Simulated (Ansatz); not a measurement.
## Electronic structure of FH₄OPSi (SMILES F[SiH2]OP) in real space

Input

```
crystal:
  periodic: [false, false, false]
  atoms:
    - {symbol: F, position_ang: [-1.393408, 1.404659, -1.085982]}
    - {symbol: Si, position_ang: [-0.399604, 1.208781, 0.143789]}
    - {symbol: O, position_ang: [-0.111171, -0.380413, 0.368611]}
    - {symbol: P, position_ang: [0.944425, -1.379098, -0.418851]}
    - {symbol: H, position_ang: [0.851261, 1.925507, -0.187731]}
    - {symbol: H, position_ang: [-1.074029, 1.702990, 1.358060]}
    - {symbol: H, position_ang: [1.269939, -2.214816, 0.686144]}
    - {symbol: H, position_ang: [0.004787, -2.324811, -0.919841]}
basis:
  gaussian: {orbitals: def2-TZVPP}
hamiltonian: {xc: pbe0, dispersion: d4}
output: {orbitals: {seedname: orbitals}}
```

Run with:

```sh
ansatz run in.yaml --threads 2 --pin off --events-out ev --progress --plain --max-ram 4352MiB
```

Geometry: PBE0-D4/def2-TZVP.

These are results of RKS PBE0-D4/def2-TZVPP (Ansatz 0.2.0), not measurements.

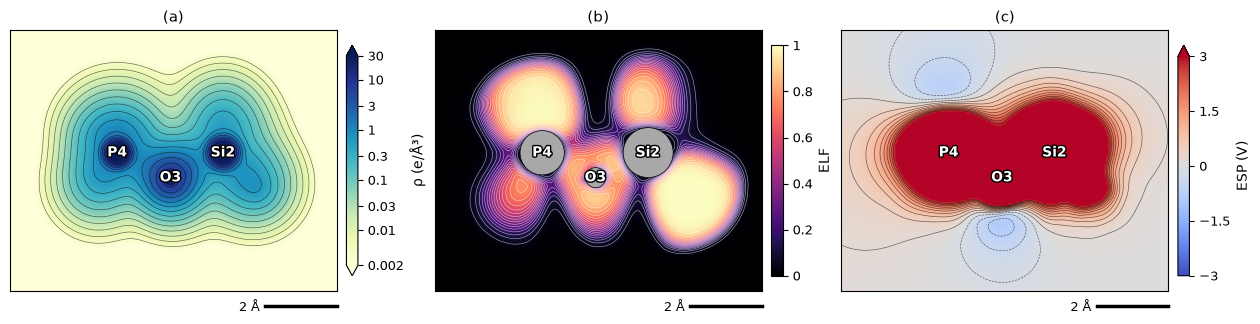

Figure 1. (a) total electron density; (b) ELF; (c) electrostatic potential on the plane of atoms Si2, O3 and P4. Grey discs cover the atomic cores in the ELF map.

Q: Describe what can be read from this map.

A: Atoms in the plane: Si, O and P. Si–O (1.63 Å): ρ is about 1.2 e/Å³ halfway; the ELF peaks at about 0.85 between the atoms: a polar covalent bond. P–O (1.65 Å): ρ at the midpoint is about 1.3 e/Å³; the ELF peaks at about 0.85 between the atoms, as expected for a polar covalent bond. The ELF also peaks beside O3 and P4, away from the bonds: lone-pair regions. Outside the dense part of the molecule the potential is most negative (−0.9 V) near O3.

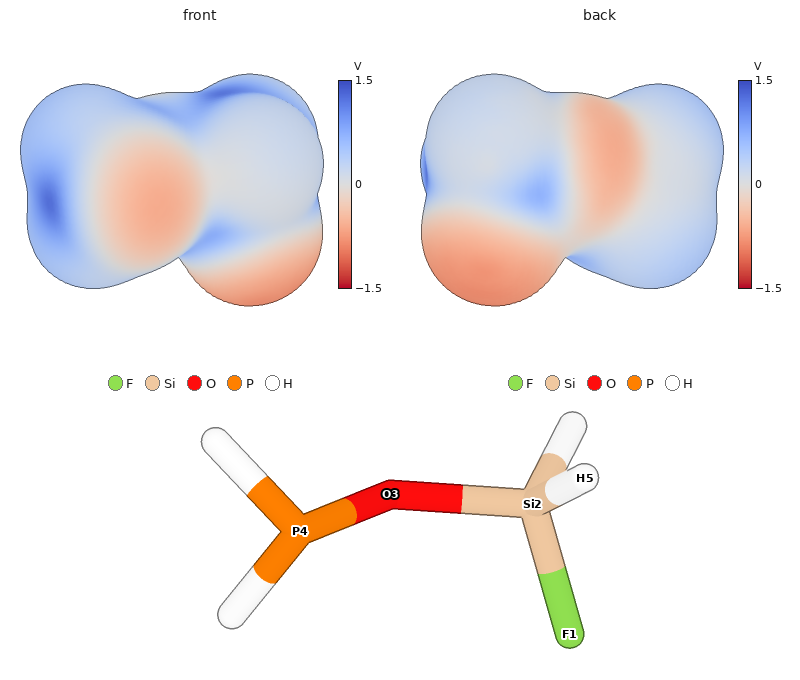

Figure 2. The molecular electrostatic potential painted on the density surface at 0.001 e/bohr³, seen from the front and from behind; red is negative and blue positive. The bare structure is drawn below in the same view.

Q: Where is the surface potential most negative and most positive?

A: The most negative region (about −0.8 V) lies over F1, the most positive (about +1.1 V) over Si2 and P4.

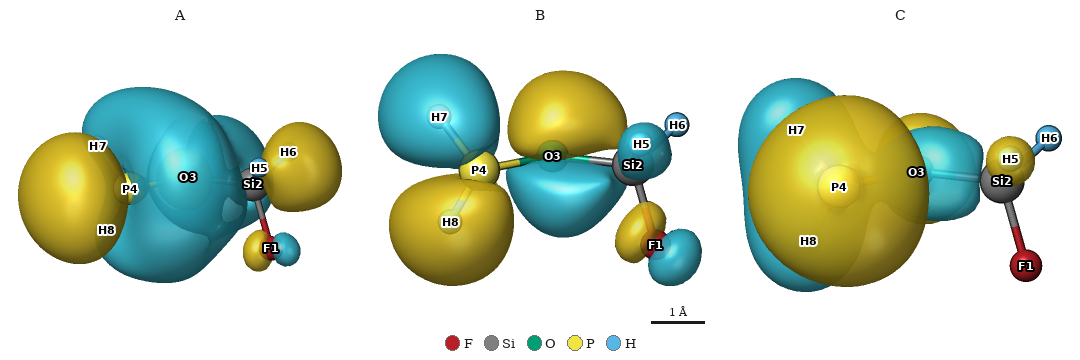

Figure 3. Three frontier orbitals at ±0.06 Å⁻³ᐟ² (yellow and cyan are the two phases), in no order.

Q: Order the three orbitals by energy and name them.

A: B is the HOMO−1 (−9.53 eV). By Hirshfeld shares it lies mainly on O3 (about 40 %), P4 (about 25 %), H7 (about 15 %) and H8 (about 15 %). C is the HOMO (−7.47 eV). It lies mainly on P4 (about 65 %), O3 (about 15 %), H8 (about 5 %) and H7 (about 5 %). A is the LUMO (−0.52 eV). By Hirshfeld shares it lies mainly on P4 (about 55 %), Si2 (about 15 %) and O3 (about 10 %).

Q: What is the HOMO–LUMO gap?

A: 6.95 eV between the orbital energies.
